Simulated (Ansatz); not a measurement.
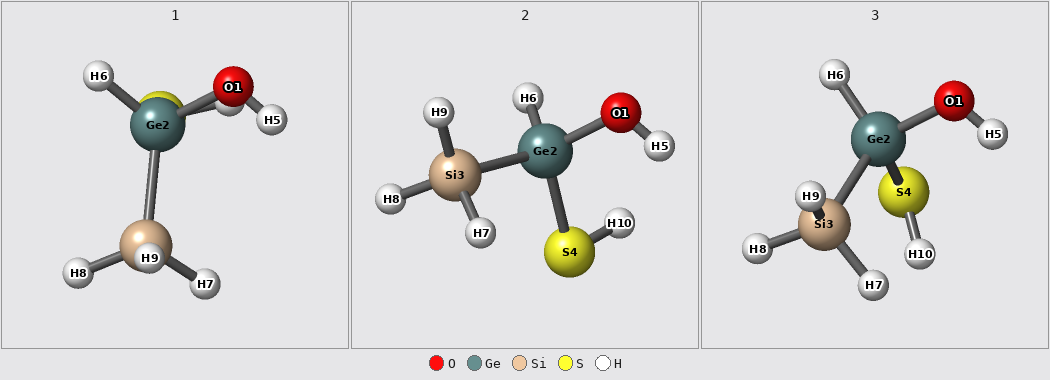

GeH₆OSSi, SMILES [OH][GeH]([SiH3])[SH]. The first coordinate is: dihedral Si3–Ge2–S4–H10; the second: dihedral H5–O1–Ge2–Si3. Nothing is relaxed (all other coordinates rigid). The grid has 10 × 10 points. Energies are in kJ/mol, from the relaxed molecule at the same level. Method: RKS PBE-D4/def2-SVP (Ansatz).

The numbered pictures are structures from this grid.

Q: Rank them by energy, lowest first.

A: 3, at dihedral Si3–Ge2–S4–H10 = −36°, dihedral H5–O1–Ge2–Si3 = 72°: 0.20 kJ/mol; 2, at dihedral Si3–Ge2–S4–H10 = −180°, dihedral H5–O1–Ge2–Si3 = 108°: 5.9 kJ/mol; 1, at dihedral Si3–Ge2–S4–H10 = −108°, dihedral H5–O1–Ge2–Si3 = 36°: 10.0 kJ/mol.

The map, with the structures marked:

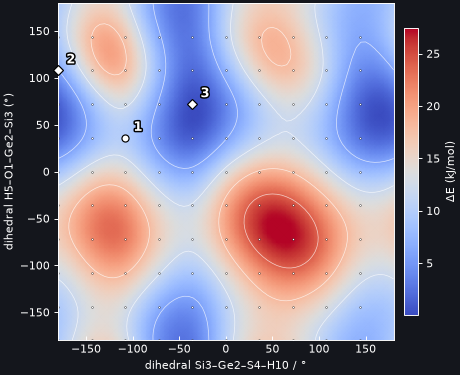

Drawn: a smooth colour map with a few white contour lines, dots at the grid points. Between grid points the surface is interpolated.
